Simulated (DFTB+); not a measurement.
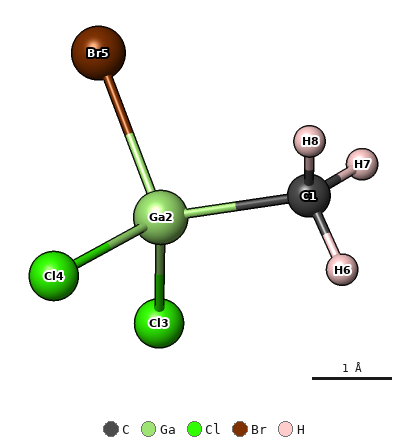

Fig. 1: The input geometry (ball-and-stick view, seen at a tilt; atoms are numbered from 1 in the order of the input). Sticks mark near contacts.

## Energy and gradient calculation of CH₃BrCl₂Ga (charge −1)

System: CH₃BrCl₂Ga, charge −1, SMILES [CH3][Ga-]([Cl])([Cl])[Br].
Method: GFN2-xTB, R-SCC, dispersion built in (DFTB+ 25.1).

The geometry comes from this level: GFN2-xTB.

What the program printed:
```
|  DFTB+ development version (commit: a23bfb2)

Reading input file 'dftb_in.hsd'
Parser version: 14

--------------------------------------------------------------------------------

Processed input in HSD format written to 'dftb_pin.hsd'

Starting initialization...
--------------------------------------------------------------------------------
WARNING!
-> Dipole printed for a charged system : origin dependent quantity
OpenMP threads:              1
Chosen random seed:          492514788
Current stacksize:           unlimited
Mode:                        Static calculation
Self consistent charges:     Yes
SCC-tolerance:                 0.100000E-04
Max. scc iterations:                    100
Shell resolved Hubbard:      Yes
Spin polarisation:           No
Nr. of up electrons:            16.000000
Nr. of down electrons:          16.000000
Periodic boundaries:         No
Electronic solver:           Relatively robust
Mixer:                       Broyden mixer
Mixing parameter:                  0.200000
Nr. of chrg. vec. in memory:            100
Max. SCC-cycles:                        100
tblite library version:      0.3.0
-> parametrization:          GFN2-xTB
-> repulsion:                Yes
-> dispersion:               Yes
-> halogen bonding:          No
-> electrostatics:           Yes
   -> isotropic:             Yes
   -> anisotropic:           Yes
   -> third-order:           Yes
Electronic temperature:              0.950045E-03 H      0.258520E-01 eV
Initial charges:             Set automatically (system chrg:  -0.100E+01)
Included shells:             C:  s, p
                            Ga:  s, p, d
                            Cl:  s, p, d
                            Br:  s, p, d
                             H:  s
Extra options:
                             Mulliken analysis
                             Force calculation
Force type                   original

--------------------------------------------------------------------------------

***  Geometry step: 0

 iSCC Total electronic   Diff electronic      SCC error
    1   -0.18348483E+02    0.00000000E+00    0.13791865E+01
    2   -0.18479933E+02   -0.18348483E+02    0.91111511E+00
    3   -0.18560064E+02   -0.13144982E+00    0.57426192E+00
    4   -0.18559597E+02   -0.80130746E-01    0.44843641E+00
    5   -0.18566477E+02    0.46661876E-03    0.34361791E+00
    6   -0.18569834E+02   -0.68801014E-02    0.20455684E+00
    7   -0.18570212E+02   -0.33571440E-02    0.15105936E+00
    8   -0.18576690E+02   -0.37736721E-03    0.58558851E-01
    9   -0.18576464E+02   -0.64779004E-02    0.60376216E-01
   10   -0.18580144E+02    0.22587247E-03    0.27806080E-01
   11   -0.18579927E+02   -0.36805298E-02    0.26854647E-01
   12   -0.18579805E+02    0.21747396E-03    0.10418856E-01
   13   -0.18579463E+02    0.12180598E-03    0.65881675E-02
   14   -0.18579559E+02    0.34201750E-03    0.33917594E-02
   15   -0.18579591E+02   -0.96534710E-04    0.81281908E-03
   16   -0.18579593E+02   -0.31529042E-04    0.51064714E-03
   17   -0.18579585E+02   -0.16225142E-05    0.35897731E-03
   18   -0.18579591E+02    0.76015487E-05    0.10186145E-03
   19   -0.18579590E+02   -0.60839932E-05    0.39094468E-04
   20   -0.18579590E+02    0.10494723E-05    0.10918023E-04
   21   -0.18579590E+02    0.28286466E-06    0.40563919E-05

Total Energy:                      -18.5276035956 H         -504.1617 eV
Extrapolated to 0K:                -18.5276035956 H         -504.1617 eV
Total Mermin free energy:          -18.5276035956 H         -504.1617 eV
Force related energy:              -18.5276035956 H         -504.1617 eV

--------------------------------------------------------------------------------
--------------------------------------------------------------------------------
SCC                                    +       0.03 ( 82.4%)       0.03 ( 84.8%)
--------------------------------------------------------------------------------
Missing                                +       0.01 ( 17.6%)       0.00 ( 15.2%)
Total                                  =       0.03 (100.0%)       0.03 (100.0%)
--------------------------------------------------------------------------------
```

File detailed.out:
```
Fermi distribution function

Calculation with static geometry

********************************************************************************
 iSCC Total electronic   Diff electronic      SCC error
   21   -0.18579590E+02    0.28286466E-06    0.40563919E-05
********************************************************************************

 Total charge:    -1.00000000

 Atomic gross charges (e)
 Atom           Charge
    1      -0.09717462
    2      -0.16228321
    3      -0.27988876
    4      -0.27964908
    5      -0.21591276
    6       0.00651509
    7       0.01427027
    8       0.01412306

Nr. of electrons (up):     32.00000000
Atom populations (up)
 Atom       Population
    1       4.09717462
    2       3.16228321
    3       7.27988876
    4       7.27964908
    5       7.21591276
    6       0.99348491
    7       0.98572973
    8       0.98587694

l-shell populations (up)
 Atom Sh.   l       Population
    1   1   0       1.03371143
    1   2   1       3.06346318
    2   1   0       1.24904267
    2   2   1       0.88378264
    2   3   2       1.02945790
    3   1   0       1.91413834
    3   2   1       5.36572221
    3   3   2       0.00002821
    4   1   0       1.91414358
    4   2   1       5.36547919
    4   3   2       0.00002632
    5   1   0       1.93611441
    5   2   1       5.24219621
    5   3   2       0.03760214
    6   1   0       0.99348491
    7   1   0       0.98572973
    8   1   0       0.98587694

Orbital populations (up)
 Atom Sh.   l   m       Population  Label
    1   1   0   0       1.03371143  s
    1   2   1  -1       0.96596440  p_y
    1   2   1   0       1.05581996  p_z
    1   2   1   1       1.04167883  p_x
    2   1   0   0       1.24904267  s
    2   2   1  -1       0.25956475  p_y
    2   2   1   0       0.31711027  p_z
    2   2   1   1       0.30710763  p_x
    2   3   2  -2       0.17633118  d_xy
    2   3   2  -1       0.20747277  d_yz
    2   3   2   0       0.23739368  d_z2
    2   3   2   1       0.20840489  d_xz
    2   3   2   2       0.19985537  d_x2-y2
    3   1   0   0       1.91413834  s
    3   2   1  -1       1.77763833  p_y
    3   2   1   0       1.86362303  p_z
    3   2   1   1       1.72446086  p_x
    3   3   2  -2       0.00013641  d_xy
    3   3   2  -1       0.00001553  d_yz
    3   3   2   0      -0.00017442  d_z2
    3   3   2   1      -0.00012056  d_xz
    3   3   2   2       0.00017124  d_x2-y2
    4   1   0   0       1.91414358  s
    4   2   1  -1       1.85987721  p_y
    4   2   1   0       1.68045177  p_z
    4   2   1   1       1.82515021  p_x
    4   3   2  -2       0.00020181  d_xy
    4   3   2  -1      -0.00008591  d_yz
    4   3   2   0      -0.00004874  d_z2
    4   3   2   1      -0.00003444  d_xz
    4   3   2   2      -0.00000640  d_x2-y2
    5   1   0   0       1.93611441  s
    5   2   1  -1       1.59795038  p_y
    5   2   1   0       1.83260181  p_z
    5   2   1   1       1.81164402  p_x
    5   3   2  -2       0.00174307  d_xy
    5   3   2  -1       0.00041828  d_yz
    5   3   2   0       0.01469283  d_z2
    5   3   2   1       0.00808597  d_xz
    5   3   2   2       0.01266198  d_x2-y2
    6   1   0   0       0.99348491  s
    7   1   0   0       0.98572973  s
    8   1   0   0       0.98587694  s

Fermi level:                        -0.1426932696 H           -3.8829 eV
Band energy:                       -13.3149555054 H         -362.3184 eV
TS:                                  0.0000000000 H            0.0000 eV
Band free energy (E-TS):           -13.3149555054 H         -362.3184 eV
Extrapolated E(0K):                -13.3149555054 H         -362.3184 eV
Input / Output electrons (q):     32.0000000000     32.0000000000

Energy H0:                         -18.6439111767 H         -507.3266 eV
Energy SCC:                          0.0643214357 H            1.7503 eV
Total Electronic energy:           -18.5795897411 H         -505.5764 eV
Repulsive energy:                    0.0599979409 H            1.6326 eV
Total energy:                      -18.5276035956 H         -504.1617 eV
Extrapolated to 0:                 -18.5276035956 H         -504.1617 eV
Total Mermin free energy:          -18.5276035956 H         -504.1617 eV
Force related energy:              -18.5276035956 H         -504.1617 eV

Non-constrained calculation

SCC converged

Total Forces
    1     -0.000032119441     -0.000302412967     -0.000311624238
    2      0.000195435412      0.000094757330     -0.000082740564
    3     -0.000069662911     -0.000024781530      0.000040739654
    4     -0.000035694948      0.000006680313      0.000079936311
    5     -0.000106595592     -0.000079838840      0.000029593140
    6      0.000061584136      0.000256137135      0.000058376444
    7      0.000030888240      0.000022788636      0.000133371073
    8     -0.000043834895      0.000026669923      0.000052348182

Maximal derivative component:        0.311624E-03 au

Warning: dipole moment is not defined absolutely!
Dipole moment:   -2.46276588   -2.01904688    2.01093019 au
Dipole moment:   -6.25972698   -5.13190569    5.11127512 Debye
```

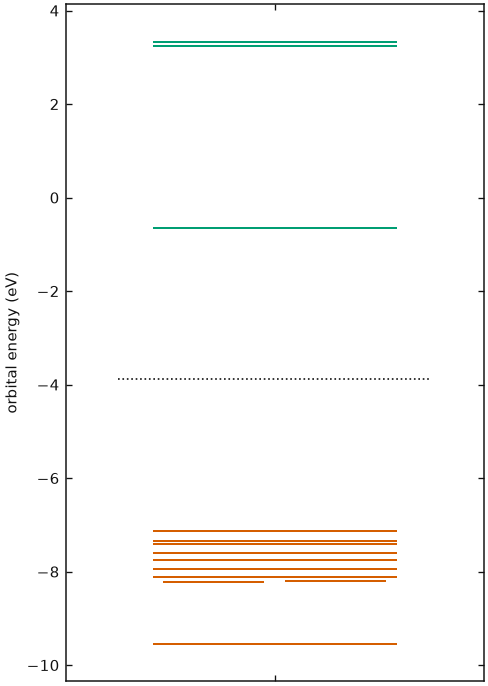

Fig. 2: Orbital energies near the frontier; the dotted line parts filled from empty levels, and levels within 0.02 eV of each other stand side by side. Highest filled −7.12 eV, lowest empty −0.65 eV, 6.47 eV apart.

This output came from the following input.

Input (dftb_in.hsd):
```
# GFN2-XTB energy and gradient
Geometry = GenFormat {
  8 C
  C Ga Cl Br H
     1  1     -0.785790     -0.172500      0.847620
     2  2      0.585220      0.065540     -0.659090
     3  3      2.304980     -1.236170     -0.411050
     4  3     -0.284680     -0.282860     -2.617390
     5  4      1.346540      2.300010     -0.582980
     6  5     -1.170630     -1.196990      0.865470
     7  5     -0.351060      0.028380      1.831230
     8  5     -1.644590      0.494590      0.726180
}

Hamiltonian = xTB {
  Method = "GFN2-xTB"
  Charge = -1
  SCCTolerance = 1e-05
}

Analysis = {
  PrintForces = Yes
}

Options = {
  WriteResultsTag = Yes
}

ParserOptions = {
  ParserVersion = 14
}
```

Command:
```bash
dftb+ > dftb.out
```

Results in brief:

| quantity | value |
| --- | --- |
| outcome | converged |
| Mermin free energy | −18.527604 hartree |
| basis functions | 43 |
| largest force | 0.022 eV/Å |
| HOMO | −7.12 eV |
| LUMO | −0.65 eV |
| hardware | 1 thread of Intel Xeon @ 2.50GHz (Skylake/Cascade Lake), 32 GiB of memory available, shared host |
| peak memory | 0.073 GiB |

Notes:

Settings chosen away from the usual ones: scf_conv.
